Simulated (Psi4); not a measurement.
**wB97X/def2-TZVP run of SiF2 (SMILES F[Si]F)**

What is the vertical singlet–triplet gap of SiF2 at wB97X/def2-TZVP? 

Program for the calculation: Psi4 1.11.

## Step 1: The structure to begin with

SiF2 has 3 atoms, charge 0, and is taken as a singlet. As SMILES, `F[Si]F`. The coordinates come from a PBE0-D4/def2-TZVP relaxation.

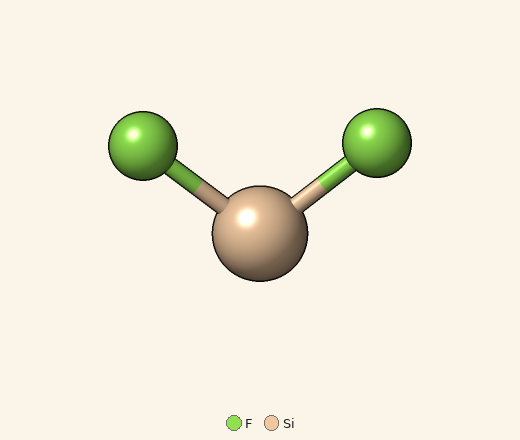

The structure, seen from a chosen angle (fluorine green, silicon light orange).

## Step 2: Energy and gradient at wB97X/def2-TZVP

The input, f2si.xyz:

```xyz
3
F2Si
F      0.166300     1.246800     0.229400
Si    -0.594900    -0.046400    -0.330100
F      0.428600    -1.200400     0.100700
```

The input, f2si.py:

```python
import psi4

psi4.set_memory('1600 MB')
psi4.set_num_threads(1)
psi4.core.set_output_file('psi4.out', False)

with open('f2si.xyz') as f:
    atoms = ''.join(f.readlines()[2:])
mol = psi4.geometry('0 1\n' + atoms + 'symmetry c1')

psi4.set_options({
    'basis': 'def2-TZVP',
    'reference': 'rks',
    'puream': True,
    'e_convergence': 1e-09,
    'd_convergence': 1e-08,
    'scf_type': 'pk',
    'dft_radial_points': 99,
    'dft_spherical_points': 590,
})

result, w = psi4.gradient('wb97x', molecule=mol, return_wfn=True)
print('gradient / Eh bohr^-1')
print(result.np.round(6))
print(f'energy = {w.energy():.10f} Eh')
for k, v in sorted(psi4.core.scalar_variables().items()):
    print(f'{k:45s} {v:18.10f}')
```

Launch:

```
$ python f2si.py
```

psi4.out:

```text
[...]
  Running in c1 symmetry.
[...]
  Nuclear repulsion =  100.658413605206476
[...]
  Multiplicity = 1
[...]
  Nalpha       = 16
  Nbeta        = 16
[...]
    Number of basis functions: 99
[...]
   @RKS iter   1:  -489.23729199808031   -6.87655e-01   5.65746e-03 DIIS/ADIIS
[...]
   @RKS iter  11:  -489.32418908176049   -1.42109e-12   2.28615e-09 DIIS
[...]
    Orbital Energies [Eh]
    ---------------------
    Doubly Occupied:
       1A    -66.196412     2A    -24.748019     3A    -24.748011
       4A     -5.447427     5A     -3.806205     6A     -3.802948
       7A     -3.798559     8A     -1.338850     9A     -1.316510
      10A     -0.685439    11A     -0.615974    12A     -0.590524
      13A     -0.586461    14A     -0.554872    15A     -0.537343
      16A     -0.392303
[...]
  @RKS Final Energy:  -489.32418908176049
   => Energetics <=
    Nuclear Repulsion Energy =            100.6584136052064764
    One-Electron Energy =                -880.5538353508026148
    Two-Electron Energy =                 321.6904208231715074
    DFT Exchange-Correlation Energy =     -31.1191881593357920
    Empirical Dispersion Energy =           0.0000000000000000
    VV10 Nonlocal Energy =                  0.0000000000000000
    Total Energy =                       -489.3241890817604940
[...]
 Multipole Moments:
 ------------------------------------------------------------------------------------
     Multipole            Electronic (a.u.)      Nuclear  (a.u.)        Total (a.u.)
 ------------------------------------------------------------------------------------
 L = 1.  Multiply by 2.5417464519 to convert [e a0] to [Debye]
 Dipole X            :          0.4051714           -0.8292942           -0.4241228
 Dipole Y            :          0.0277777           -0.0568279           -0.0290502
 Dipole Z            :         -0.0000000           -0.0000000           -0.0000000
 Magnitude           :                                                    0.4251165
[...]
  -Total Gradient:
     Atom            X                  Y                   Z
    ------   -----------------  -----------------  -----------------
       1       -0.000863000665    -0.001100395676     0.000000000000
       2        0.001848367022     0.000130101196    -0.000000000000
       3       -0.001001946389     0.000969120608    -0.000000000000
[...]
```

The script printed:

```text
gradient / Eh bohr^-1
[[-0.000863 -0.0011    0.      ]
 [ 0.001848  0.00013  -0.      ]
 [-0.001002  0.000969 -0.      ]]
energy = -489.3241890818 Eh
CURRENT ENERGY                                   -489.3241890818
CURRENT REFERENCE ENERGY                         -489.3241890818
DD SOLVATION ENERGY                                 0.0000000000
DFT FUNCTIONAL TOTAL ENERGY                      -489.3241890818
DFT TOTAL ENERGY                                 -489.3241890818
DFT VV10 ENERGY                                     0.0000000000
DFT XC ENERGY                                     -31.1191881593
GRID ELECTRONS ALPHA                               15.9999994122
GRID ELECTRONS BETA                                15.9999994122
GRID ELECTRONS TOTAL                               31.9999988244
NUCLEAR REPULSION ENERGY                          100.6584136052
ONE-ELECTRON ENERGY                              -880.5538353508
PCM POLARIZATION ENERGY                             0.0000000000
PE ENERGY                                           0.0000000000
SCF ITERATION ENERGY                             -489.3241890818
SCF ITERATIONS                                     11.0000000000
SCF TOTAL ENERGY                                 -489.3241890818
TWO-ELECTRON ENERGY                               321.6904208232
XC GRID RADIAL POINTS                              99.0000000000
XC GRID SPHERICAL POINTS                          590.0000000000
XC GRID TOTAL POINTS                           169136.0000000000
```

Run time: 15 s. Hardware: 1 thread of Intel Xeon 6975P-C (Granite Rapids), shared host; peak memory 0.87 GiB.

## Step 3: The triplet at the same level

The input, run.py:

```python
import psi4

psi4.set_memory(1600000000)
psi4.set_num_threads(1)
psi4.core.set_output_file('f2si.out', False)

m = psi4.geometry("""
0 3
F      0.166300     1.246800     0.229400
Si    -0.594900    -0.046400    -0.330100
F      0.428600    -1.200400     0.100700
symmetry c1
""")

options = {'basis': 'def2-TZVP', 'reference': 'uks', 'puream': True, 'e_convergence': 1e-09, 'd_convergence': 1e-08, 'scf_type': 'pk', 'dft_radial_points': 99, 'dft_spherical_points': 590, 'maxiter': 200}
psi4.set_options(options)

E, wfn = psi4.gradient('WB97X', return_wfn=True)
psi4.oeprop(wfn, 'LOWDIN_CHARGES', 'DIPOLE', 'WIBERG_LOWDIN_INDICES', title='WB97X')
print('gradient / Eh bohr^-1')
print(E.np.round(6))
print(f'energy = {wfn.energy():.10f} Eh')
for k, v in sorted(psi4.core.scalar_variables().items()):
    print(f'{k:45s} {v:18.10f}')
```

Launch:

```
$ python run.py
```

f2si.out:

```text
[...]
  Running in c1 symmetry.
[...]
  Nuclear repulsion =  100.658413605206476
[...]
  Multiplicity = 3
[...]
  Nalpha       = 17
  Nbeta        = 15
[...]
    Number of basis functions: 99
[...]
   @UKS iter   1:  -489.10368225021369   -5.54045e-01   5.61602e-03 DIIS/ADIIS
[...]
   @UKS iter  12:  -489.19998079587964   -1.13687e-11   4.64421e-09 DIIS
[...]
   @S^2 Observed:                2.001531456E+00
[...]
    Orbital Energies [Eh]
    ---------------------
    Alpha Occupied:
       1A    -66.214120     2A    -24.757392     3A    -24.757387
       4A     -5.466997     5A     -3.824304     6A     -3.823503
       7A     -3.822652     8A     -1.348411     9A     -1.326522
      10A     -0.703480    11A     -0.628482    12A     -0.601688
      13A     -0.597260    14A     -0.565883    15A     -0.544623
      16A     -0.460825    17A     -0.270912
    Alpha Virtual:
      18A      0.068125    19A      0.102129    20A      0.234617
      21A      0.246492    22A      0.285577    23A      0.288050
      24A      0.322278    25A      0.334545    26A      0.410391
[...]
  @UKS Final Energy:  -489.19998079587964
   => Energetics <=
    Nuclear Repulsion Energy =            100.6584136052064764
    One-Electron Energy =                -880.1295840535533443
    Two-Electron Energy =                 321.3891694457624340
    DFT Exchange-Correlation Energy =     -31.1179797932952553
    Empirical Dispersion Energy =           0.0000000000000000
    VV10 Nonlocal Energy =                  0.0000000000000000
    Total Energy =                       -489.1999807958796396
[...]
  -Total Gradient:
     Atom            X                  Y                   Z
    ------   -----------------  -----------------  -----------------
       1        0.008819076376    -0.011545047729     0.000000000000
       2       -0.015985371008    -0.001091771218     0.000000000000
       3        0.007164929755     0.012636687676    -0.000000000000
[...]
 Multipole Moments:
 ------------------------------------------------------------------------------------
     Multipole            Electronic (a.u.)      Nuclear  (a.u.)        Total (a.u.)
 ------------------------------------------------------------------------------------
 L = 1.  Multiply by 2.5417464519 to convert [e a0] to [Debye]
 Dipole X            :          0.1071136           -0.8292942           -0.7221805
 Dipole Y            :          0.0073499           -0.0568279           -0.0494780
 Dipole Z            :         -0.0000000           -0.0000000           -0.0000000
 Magnitude           :                                                    0.7238735
[...]
```

Standard output:

```text
gradient / Eh bohr^-1
[[ 0.008819 -0.011545  0.      ]
 [-0.015985 -0.001092  0.      ]
 [ 0.007165  0.012637 -0.      ]]
energy = -489.1999807959 Eh
CURRENT ENERGY                                   -489.1999807959
CURRENT REFERENCE ENERGY                         -489.1999807959
DD SOLVATION ENERGY                                 0.0000000000
DFT FUNCTIONAL TOTAL ENERGY                      -489.1999807959
DFT TOTAL ENERGY                                 -489.1999807959
DFT VV10 ENERGY                                     0.0000000000
DFT XC ENERGY                                     -31.1179797933
GRID ELECTRONS ALPHA                               16.9999993416
GRID ELECTRONS BETA                                14.9999993164
GRID ELECTRONS TOTAL                               31.9999986580
NUCLEAR REPULSION ENERGY                          100.6584136052
ONE-ELECTRON ENERGY                              -880.1295840536
PCM POLARIZATION ENERGY                             0.0000000000
PE ENERGY                                           0.0000000000
SCF ITERATION ENERGY                             -489.1999807959
SCF ITERATIONS                                     12.0000000000
SCF TOTAL ENERGY                                 -489.1999807959
TWO-ELECTRON ENERGY                               321.3891694458
XC GRID RADIAL POINTS                              99.0000000000
XC GRID SPHERICAL POINTS                          590.0000000000
XC GRID TOTAL POINTS                           169136.0000000000
```

Wall time 20 s (1 thread of Intel Xeon 6975P-C (Granite Rapids), shared host); peak memory 0.87 GiB.

## Step 4: Results

At wB97X/def2-TZVP:

| quantity | value |
| --- | --- |
| singlet: total energy | -489.32419 Eh |
| singlet: dipole moment | 1.08 D |
| singlet: HOMO energy | -10.68 eV |
| singlet: LUMO energy | 0.03 eV |
| singlet: HOMO–LUMO gap | 10.71 eV |
| singlet: largest force on an atom | 0.095 eV/Å |
| triplet: total energy | -489.19998 Eh |
| triplet: dipole moment | 1.84 D |
| triplet: HOMO energy (highest over α and β) | -7.37 eV |
| triplet: LUMO energy (lowest over α and β) | -4.17 eV |
| triplet: ⟨S²⟩ | 2.002 |
| triplet: largest force on an atom | 0.824 eV/Å |
| vertical energy of the triplet above the singlet | 3.380 eV |

At this shape the triplet lies 3.38 eV (78 kcal/mol) above the singlet.
